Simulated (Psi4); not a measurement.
# AlHBr (SMILES [AlH][Br]): UHF/cc-pVDZ (sweep point 1)

What is the energy change on altering one bond length of AlHBr at UHF/cc-pVDZ (sweep point 1)? 

Program for the calculation: Psi4 1.11.

### 1 The structure to begin with

The species is AlHBr (3 atoms), meant as a doublet with charge 0. As SMILES, `[AlH][Br]`. The shape is that of a PBE0-D4/def2-TZVP optimisation.

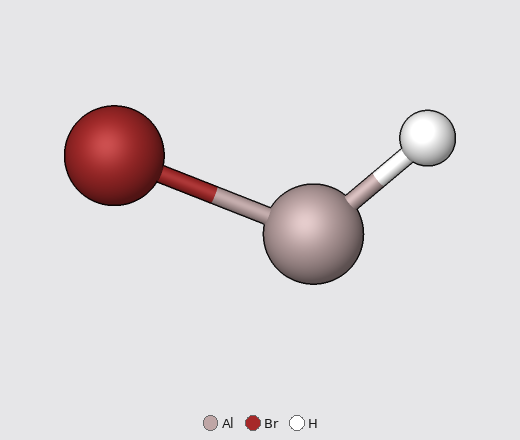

The structure, seen from a chosen angle (aluminium light grey, bromine red, hydrogen white).

### 2 A single-point energy at UHF/cc-pVDZ (sweep point 1)

The input, albrh.dat:

```
memory 1.6 GB

molecule system {
  0 2
  Al    -0.296700    -0.628000    -0.239100
  Br     1.584500     0.008600     0.871100
  H     -1.298900     0.554600    -0.645300
  symmetry c1
}

set {
  basis cc-pVDZ
  reference uhf
  puream true
  scf_type pk
  maxiter 150
}

E = energy('scf')
print_variables()
```

The run is started by

```console
$ psi4 -i albrh.dat -o albrh.out -n 1
```

albrh.out:

```text
Psi4 1.11 release

   => Loading Basis Set <=

    Name: CC-PVDZ
    Role: ORBITAL
    Keyword: BASIS

         ---------------------------------------------------------
                                   SCF
                              UHF Reference
                        1 Threads,   1525 MiB Core
         ---------------------------------------------------------

  ==> Geometry <==

    Molecular point group: c1
    Full point group: Cs

    Geometry (in Angstrom), charge = 0, multiplicity = 2:

       Center              X                  Y                   Z               Mass
    ------------   -----------------  -----------------  -----------------  -----------------
         AL          -1.601575801733    -0.483812590773    -0.000000000000    26.981538530000
         BR           0.581734145582     0.156401993531     0.000000000000    78.918337600000
         H           -2.675576022680     0.705502155375     0.000000000000     1.007825032230

  Running in c1 symmetry.

  Rotational constants: A =      8.55735  B =      0.15338  C =      0.15068 [cm^-1]
  Rotational constants: A = 256542.79389  B =   4598.17805  C =   4517.21319 [MHz]
  Nuclear repulsion =  115.724118745442127

  Charge       = 0
  Multiplicity = 2
  Electrons    = 49
  Nalpha       = 25
  Nbeta        = 24

  ==> Algorithm <==

  SCF Algorithm Type is PK.
  DIIS enabled.
  MOM disabled.
  Fractional occupation disabled.
  Guess Type is SAD.
  Energy threshold   = 1.00e-06
  Density threshold  = 1.00e-06
  Integral threshold = 1.00e-12

  ==> Primary Basis <==

  Basis Set: CC-PVDZ
    Blend: CC-PVDZ
    Number of shells: 22
    Number of basis functions: 50
    Number of Cartesian functions: 53
    Spherical Harmonics?: true
    Max angular momentum: 2

  ==> Integral Setup <==

  Using in-core PK algorithm.
   Calculation information:
      Number of atoms:                   3
      Number of AO shells:              22
      Number of primitives:            145
      Number of atomic orbitals:        53
      Number of basis functions:        50

      Integral cutoff                 1.00e-12
      Number of threads:                 1

  Performing in-core PK
  Using 1626900 doubles for integral storage.
  We computed 32040 shell quartets total.
  Whereas there are 32131 unique shell quartets.

  ==> DiskJK: Disk-Based J/K Matrices <==

    J tasked:                  Yes
    K tasked:                  Yes
    wK tasked:                  No
    Memory [MiB]:             1144
    Schwarz Cutoff:          1E-12

  Minimum eigenvalue in the overlap matrix is 2.2839139394E-02.
  Reciprocal condition number of the overlap matrix is 7.2234110695E-03.
    Using symmetric orthogonalization.

  ==> Pre-Iterations <==

  SCF Guess: Superposition of Atomic Densities via on-the-fly atomic UHF (no occupation information).

   -------------------------
    Irrep   Nso     Nmo
   -------------------------
     A         50      50
   -------------------------
    Total      50      50
   -------------------------

  ==> Iterations <==

                        Total Energy        Delta E     RMS |[F,P]|

   @UHF iter SAD: -2812.80446616182644   -2.81280e+03   0.00000e+00
   @UHF iter   1: -2814.80140725345655   -1.99694e+00   1.03564e-02 DIIS/ADIIS
   @UHF iter   2: -2814.90239778471005   -1.00991e-01   3.76900e-03 DIIS/ADIIS
   @UHF iter   3: -2814.91857896976899   -1.61812e-02   3.63526e-04 DIIS/ADIIS
   @UHF iter   4: -2814.91909285212569   -5.13882e-04   1.24599e-04 DIIS/ADIIS
   @UHF iter   5: -2814.91917133838888   -7.84863e-05   4.05147e-05 DIIS
   @UHF iter   6: -2814.91918094104312   -9.60265e-06   1.67154e-05 DIIS
   @UHF iter   7: -2814.91918312299413   -2.18195e-06   6.96677e-06 DIIS
   @UHF iter   8: -2814.91918362357046   -5.00576e-07   2.24389e-06 DIIS
   @UHF iter   9: -2814.91918367539211   -5.18216e-08   6.62299e-07 DIIS
  Energy and wave function converged.

  ==> Post-Iterations <==

   @Spin Contamination Metric:   6.539180887E-03
   @S^2 Expected:                7.500000000E-01
   @S^2 Observed:                7.565391809E-01
   @S   Expected:                5.000000000E-01
   @S   Observed:                5.000000000E-01

    Orbital Energies [Eh]
    ---------------------

    Alpha Occupied:

       1A   -490.057446     2A    -65.194016     3A    -58.550678
       4A    -58.549903     5A    -58.549841     6A    -58.533987
       7A     -9.841959     8A     -7.452617     9A     -7.448090
      10A     -7.447635    11A     -4.946472    12A     -3.260353
      13A     -3.257181    14A     -3.255462    15A     -3.187555
      16A     -3.185952    17A     -3.185145    18A     -3.181213
      19A     -3.181180    20A     -0.999342    21A     -0.569046
      22A     -0.470749    23A     -0.424808    24A     -0.423077
      25A     -0.318623

    Alpha Virtual:

      26A      0.020601    27A      0.107395    28A      0.160304
      29A      0.247686    30A      0.310874    31A      0.324321
      32A      0.336120    33A      0.369668    34A      0.373246
      35A      0.396658    36A      0.468115    37A      0.491115
      38A      0.748762    39A      0.760932    40A      0.776056
      41A      0.789504    42A      0.797826    43A      0.833531
      44A      0.900393    45A      0.931279    46A      0.993587
      47A      1.279454    48A      1.658693    49A      1.704352
      50A      2.043045

    Beta Occupied:

       1A   -490.057066     2A    -65.193747     3A    -58.549928
       4A    -58.549829     5A    -58.549406     6A    -58.529533
       7A     -9.841144     8A     -7.450824     9A     -7.447963
      10A     -7.446698    11A     -4.937956    12A     -3.253858
      13A     -3.253080    14A     -3.246605    15A     -3.186823
      16A     -3.185394    17A     -3.184331    18A     -3.180928
      19A     -3.180866    20A     -0.992030    21A     -0.533158
      22A     -0.442966    23A     -0.422425    24A     -0.413690

    Beta Virtual:

      25A      0.022453    26A      0.048242    27A      0.126443
      28A      0.182641    29A      0.267187    30A      0.337391
      31A      0.346613    32A      0.363692    33A      0.395271
      34A      0.425602    35A      0.430005    36A      0.484029
      37A      0.509918    38A      0.750934    39A      0.767671
      40A      0.785500    41A      0.792277    42A      0.803970
      43A      0.841141    44A      0.909498    45A      0.935989
      46A      1.019528    47A      1.285455    48A      1.678773
      49A      1.725086    50A      2.058885

    Final Occupation by Irrep:
              A
    DOCC [    24 ]
    SOCC [     1 ]
    NA   [    25 ]
    NB   [    24 ]

  @UHF Final Energy: -2814.91918367539211

   => Energetics <=

    Nuclear Repulsion Energy =            115.7241187454421265
    One-Electron Energy =               -4150.7839805998391967
    Two-Electron Energy =                1220.1406781790053628
    Total Energy =                      -2814.9191836753916505

  UHF NO Occupations:
  HONO-2 :   23  A 1.9995884
  HONO-1 :   24  A 1.9973248
  HONO-0 :   25  A 1.0000000
  LUNO+0 :   26  A 0.0026752
  LUNO+1 :   27  A 0.0004116
  LUNO+2 :   28  A 0.0001490
  LUNO+3 :   29  A 0.0000242

Computation Completed

Properties will be evaluated at   0.000000,   0.000000,   0.000000 [a0]

Properties computed using the SCF density matrix

 Multipole Moments:

 ------------------------------------------------------------------------------------
     Multipole            Electronic (a.u.)      Nuclear  (a.u.)        Total (a.u.)
 ------------------------------------------------------------------------------------

 L = 1.  Multiply by 2.5417464519 to convert [e a0] to [Debye]
 Dipole X            :          5.2890348           -5.9249837           -0.6359489
 Dipole Y            :         -0.1873476           -0.2078543           -0.3952019
 Dipole Z            :         -0.0000000           -0.0000000           -0.0000000
 Magnitude           :                                                    0.7487427

 ------------------------------------------------------------------------------------

	total time  =          7 seconds =       0.12 minutes

  Variable Map:
  ----------------------------------------------------------------------------
  "CURRENT ENERGY"           =>   -2814.919183675392
  "CURRENT REFERENCE ENERGY" =>   -2814.919183675392
  "DD SOLVATION ENERGY"      =>       0.000000000000
  "HF KINETIC ENERGY"        =>    2814.004515618627
  "HF POTENTIAL ENERGY"      =>   -5628.923699294019
  "HF TOTAL ENERGY"          =>   -2814.919183675392
  "HF VIRIAL RATIO"          =>       2.000325041432
  "NUCLEAR REPULSION ENERGY" =>     115.724118745442
  "ONE-ELECTRON ENERGY"      =>   -4150.783980599839
  "PCM POLARIZATION ENERGY"  =>       0.000000000000
  "PE ENERGY"                =>       0.000000000000
  "SCF ITERATION ENERGY"     =>   -2814.919183675392
  "SCF ITERATIONS"           =>       9.000000000000
  "SCF TOTAL ENERGY"         =>   -2814.919183675392
  "TWO-ELECTRON ENERGY"      =>    1220.140678179005

  Array Variable Map:
  ----------------------------------------------------------------------------
  "CURRENT DIPOLE"           =>      -0.635948946034 ... -0.000000000000 1 by 3
  "SCF DIPOLE"               =>      -0.635948946034 ... -0.000000000000 1 by 3
  "SCF TOTAL ENERGIES"       =>   -2812.804466161826 ... -2814.919183675392 1 by 10

    Psi4 run time: 0:00:06.63
```

It took 7.8 s on 1 thread of Intel Xeon Platinum 8488C (Sapphire Rapids), shared host; peak memory 0.42 GiB.

### 3 The distorted shape, same level

The input, job.dat:

```
memory 1.6 GB

molecule geom {
  0 2
  Al     0.505081    -1.574105     0.085869
  Br     2.386281    -0.937505     1.196069
  H     -1.298900     0.554600    -0.645300
  symmetry c1
}

set {
  reference uhf
  puream    true
  scf_type  pk
  maxiter   150
}

e, wfn = energy("scf/cc-pVDZ", return_wfn=True)
```

The run is started by

```console
$ psi4 -i job.dat -o job.out -n 1
```

job.out:

```text
Psi4 1.11 release

   => Loading Basis Set <=

    Name: CC-PVDZ
    Role: ORBITAL
    Keyword: BASIS

         ---------------------------------------------------------
                                   SCF
                              UHF Reference
                        1 Threads,   1525 MiB Core
         ---------------------------------------------------------

  ==> Geometry <==

    Molecular point group: c1
    Full point group: Cs

    Geometry (in Angstrom), charge = 0, multiplicity = 2:

       Center              X                  Y                   Z               Mass
    ------------   -----------------  -----------------  -----------------  -----------------
         AL          -1.593475860565    -0.492782209740     0.000000000000    26.981538530000
         BR           0.589834090074     0.147432363231    -0.000000000000    78.918337600000
         H           -3.526698986739     1.648009437379     0.000000000000     1.007825032230

  Running in c1 symmetry.

  Rotational constants: A =      2.72296  B =      0.14877  C =      0.14106 [cm^-1]
  Rotational constants: A =  81632.20456  B =   4459.93860  C =   4228.89484 [MHz]
  Nuclear repulsion =  112.436332723666169

  Charge       = 0
  Multiplicity = 2
  Electrons    = 49
  Nalpha       = 25
  Nbeta        = 24

  ==> Algorithm <==

  SCF Algorithm Type is PK.
  DIIS enabled.
  MOM disabled.
  Fractional occupation disabled.
  Guess Type is SAD.
  Energy threshold   = 1.00e-06
  Density threshold  = 1.00e-06
  Integral threshold = 1.00e-12

  ==> Primary Basis <==

  Basis Set: CC-PVDZ
    Blend: CC-PVDZ
    Number of shells: 22
    Number of basis functions: 50
    Number of Cartesian functions: 53
    Spherical Harmonics?: true
    Max angular momentum: 2

  ==> Integral Setup <==

  Using in-core PK algorithm.
   Calculation information:
      Number of atoms:                   3
      Number of AO shells:              22
      Number of primitives:            145
      Number of atomic orbitals:        53
      Number of basis functions:        50

      Integral cutoff                 1.00e-12
      Number of threads:                 1

  Performing in-core PK
  Using 1626900 doubles for integral storage.
  We computed 30983 shell quartets total.
  Whereas there are 32131 unique shell quartets.

  ==> DiskJK: Disk-Based J/K Matrices <==

    J tasked:                  Yes
    K tasked:                  Yes
    wK tasked:                  No
    Memory [MiB]:             1144
    Schwarz Cutoff:          1E-12

  Minimum eigenvalue in the overlap matrix is 2.3959490617E-02.
  Reciprocal condition number of the overlap matrix is 8.3712928499E-03.
    Using symmetric orthogonalization.

  ==> Pre-Iterations <==

  SCF Guess: Superposition of Atomic Densities via on-the-fly atomic UHF (no occupation information).

   -------------------------
    Irrep   Nso     Nmo
   -------------------------
     A         50      50
   -------------------------
    Total      50      50
   -------------------------

  ==> Iterations <==

                        Total Energy        Delta E     RMS |[F,P]|

   @UHF iter SAD: -2812.64948760035986   -2.81265e+03   0.00000e+00
   @UHF iter   1: -2814.68920791420760   -2.03972e+00   1.04852e-02 DIIS/ADIIS
   @UHF iter   2: -2814.81012516207193   -1.20917e-01   4.21396e-03 DIIS/ADIIS
   @UHF iter   3: -2814.84175053916715   -3.16254e-02   1.19076e-03 DIIS/ADIIS
   @UHF iter   4: -2814.85455785581416   -1.28073e-02   8.88665e-04 DIIS/ADIIS
   @UHF iter   5: -2814.86500863223955   -1.04508e-02   2.10330e-04 DIIS/ADIIS
   @UHF iter   6: -2814.86519418724401   -1.85555e-04   1.42531e-04 DIIS/ADIIS
   @UHF iter   7: -2814.86543349994145   -2.39313e-04   6.15584e-05 DIIS
   @UHF iter   8: -2814.86549402222454   -6.05223e-05   3.84380e-05 DIIS
   @UHF iter   9: -2814.86552755586854   -3.35336e-05   2.62438e-05 DIIS
   @UHF iter  10: -2814.86554778422760   -2.02284e-05   1.05887e-05 DIIS
   @UHF iter  11: -2814.86555117724902   -3.39302e-06   3.89203e-06 DIIS
   @UHF iter  12: -2814.86555134430819   -1.67059e-07   2.11068e-06 DIIS
   @UHF iter  13: -2814.86555138991480   -4.56066e-08   8.97902e-07 DIIS
  Energy and wave function converged.

  ==> Post-Iterations <==

   @Spin Contamination Metric:   1.162791309E-01
   @S^2 Expected:                7.500000000E-01
   @S^2 Observed:                8.662791309E-01
   @S   Expected:                5.000000000E-01
   @S   Observed:                5.000000000E-01

    Orbital Energies [Eh]
    ---------------------

    Alpha Occupied:

       1A   -490.054589     2A    -65.191480     3A    -58.547738
       4A    -58.547412     5A    -58.547323     6A    -58.528735
       7A     -9.839499     8A     -7.448999     9A     -7.445914
      10A     -7.445807    11A     -4.937668    12A     -3.247781
      13A     -3.246234    14A     -3.244532    15A     -3.184144
      16A     -3.182712    17A     -3.182596    18A     -3.179846
      19A     -3.179846    20A     -0.996251    21A     -0.526947
      22A     -0.501562    23A     -0.422013    24A     -0.421940
      25A     -0.327127

    Alpha Virtual:

      26A      0.032669    27A      0.056971    28A      0.118379
      29A      0.265116    30A      0.333577    31A      0.345390
      32A      0.369428    33A      0.395529    34A      0.410016
      35A      0.417552    36A      0.418115    37A      0.485962
      38A      0.634886    39A      0.750349    40A      0.759742
      41A      0.791542    42A      0.792148    43A      0.805533
      44A      0.845178    45A      0.935610    46A      0.935745
      47A      1.268643    48A      1.445506    49A      1.450944
      50A      1.532201

    Beta Occupied:

       1A   -490.054540     2A    -65.191446     3A    -58.547651
       4A    -58.547400     5A    -58.547260     6A    -58.528282
       7A     -9.839394     8A     -7.448775     9A     -7.445893
      10A     -7.445683    11A     -4.936706    12A     -3.247237
      13A     -3.245853    14A     -3.244039    15A     -3.184049
      16A     -3.182642    17A     -3.182496    18A     -3.179806
      19A     -3.179805    20A     -0.995367    21A     -0.518671
      22A     -0.421832    23A     -0.421525    24A     -0.329568

    Beta Virtual:

      25A      0.014043    26A      0.035319    27A      0.104242
      28A      0.128530    29A      0.278174    30A      0.335892
      31A      0.347951    32A      0.360303    33A      0.397438
      34A      0.420482    35A      0.421684    36A      0.432763
      37A      0.487592    38A      0.750702    39A      0.755547
      40A      0.789844    41A      0.791846    42A      0.799607
      43A      0.809586    44A      0.847886    45A      0.936161
      46A      0.937661    47A      1.269890    48A      1.570049
      49A      1.574366    50A      1.645476

    Final Occupation by Irrep:
              A
    DOCC [    24 ]
    SOCC [     1 ]
    NA   [    25 ]
    NB   [    24 ]

  @UHF Final Energy: -2814.86555138991480

   => Energetics <=

    Nuclear Repulsion Energy =            112.4363327236661689
    One-Electron Energy =               -4144.3594417999920552
    Two-Electron Energy =                1217.0575576864109735
    Total Energy =                      -2814.8655513899147991

  UHF NO Occupations:
  HONO-2 :   23  A 1.9998838
  HONO-1 :   24  A 1.9402851
  HONO-0 :   25  A 1.0000000
  LUNO+0 :   26  A 0.0597149
  LUNO+1 :   27  A 0.0001162
  LUNO+2 :   28  A 0.0000685
  LUNO+3 :   29  A 0.0000176

Computation Completed

Properties will be evaluated at   0.000000,   0.000000,   0.000000 [a0]

Properties computed using the SCF density matrix

 Multipole Moments:

 ------------------------------------------------------------------------------------
     Multipole            Electronic (a.u.)      Nuclear  (a.u.)        Total (a.u.)
 ------------------------------------------------------------------------------------

 L = 1.  Multiply by 2.5417464519 to convert [e a0] to [Debye]
 Dipole X            :          6.2610052           -6.7986526           -0.5376474
 Dipole Y            :         -0.9748150            0.7596197           -0.2151953
 Dipole Z            :         -0.0000000            0.0000000           -0.0000000
 Magnitude           :                                                    0.5791146

 ------------------------------------------------------------------------------------

	total time  =          6 seconds =       0.10 minutes

    Psi4 run time: 0:00:06.33
```

Wall time 7.5 s (1 thread of Intel Xeon Platinum 8488C (Sapphire Rapids), shared host); peak memory 0.42 GiB.

### 4 Summary of results

Level: UHF/cc-pVDZ (sweep point 1).

| quantity | value |
| --- | --- |
| first shape: total energy | -2814.91918 Eh |
| first shape: dipole moment | 1.90 D |
| first shape: HOMO energy (highest over α and β) | -8.67 eV |
| first shape: LUMO energy (lowest over α and β) | 0.56 eV |
| first shape: ⟨S²⟩ | 0.757 |
| distorted shape: total energy | -2814.86555 Eh |
| distorted shape: dipole moment | 1.47 D |
| distorted shape: HOMO energy (highest over α and β) | -8.90 eV |
| distorted shape: LUMO energy (lowest over α and β) | 0.38 eV |
| distorted shape: ⟨S²⟩ | 0.866 |
| energy change with the Al1–H3 bond stretched from 1.602 to 2.885 Å | 1.459 eV |

**Reading.** With the Al1–H3 bond stretched from 1.602 to 2.885 Å the energy rises by 1.46 eV (34 kcal/mol). The first shape isn't relaxed at this level, so the change isn't measured from a minimum. ⟨S²⟩ (distorted shape) is 0.87 where a pure doublet has 0.75: the reference is spin-contaminated.
